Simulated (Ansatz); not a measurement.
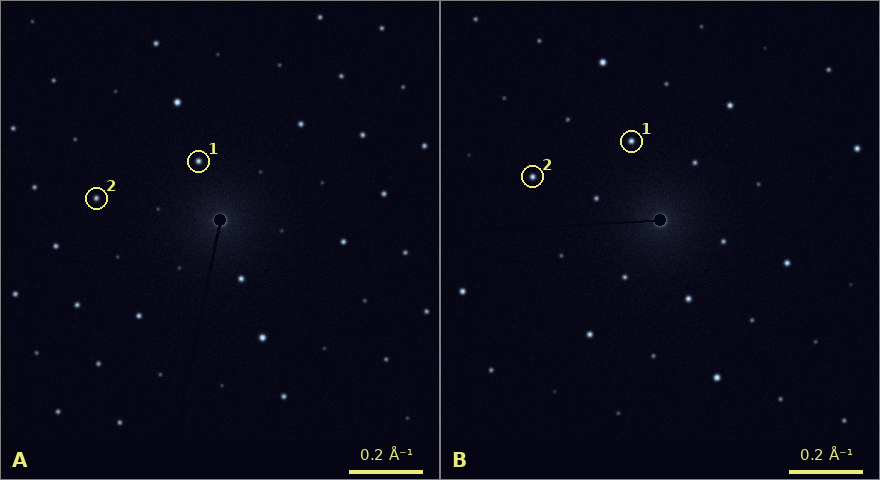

Kinematic electron diffraction patterns (200 kV, B = 0.5 Å², same scale) along [101] of the run's own cell, for the start and the end of one relaxation of K2Cd4AuO2 with Ansatz, DFT, PAW plane waves, pbe. k mesh 5×5×5. The start is a generated model structure, and the relaxation ends in the nearest stationary point of its symmetry, not necessarily the ground state. Spot 1 is -1 -1 1 and spot 2 is 0 -2 0 in both.

Start structure:

```
Au O K Cd
1.0
    -3.43198    3.43198    4.29611
     3.43198   -3.43198    4.29611
     3.43198    3.43198   -4.29611
Au O K Cd
1 2 2 4
Direct
  0.00000 0.00000 0.00000
  0.21200 0.21200 0.00000
  0.78800 0.78800 0.00000
  0.75000 0.25000 0.50000
  0.25000 0.75000 0.50000
  0.23000 0.23000 0.46000
  0.23000 0.77000 0.00000
  0.77000 0.77000 0.54000
  0.77000 0.23000 0.00000
```

Which pattern belongs to the start structure, and which to the relaxed one?

B is the start: its cell gives d(1) = 4.296 Å, d(2) = 2.681 Å and an angle of 51.4°. A is the relaxed structure, with d(1) = 5.754 Å (+33.9 %), d(2) = 2.869 Å (+7.0 %) and 60.1°.

Name reflections whose intensity changes strongly on relaxation.

2 1 -2 fades out of sight; 1 -2 -1 comes into sight; 0 1 0 goes from 20 to 0.99 % of the strongest spot.

Summarise the relaxation behind the change.

The volume changed by +24.6 % to 28.02 Å³ an atom; with the mean shift removed, the atoms moved by up to 0.54 Å relative to the cell (Cd most); the space group stayed I4/mmm (No. 139); the free energy fell by 1000 meV an atom. Relaxed cell: a = 7.418 Å, b = 7.418 Å, c = 7.418 Å, α = 127.00°, β = 127.00°, γ = 78.26°.
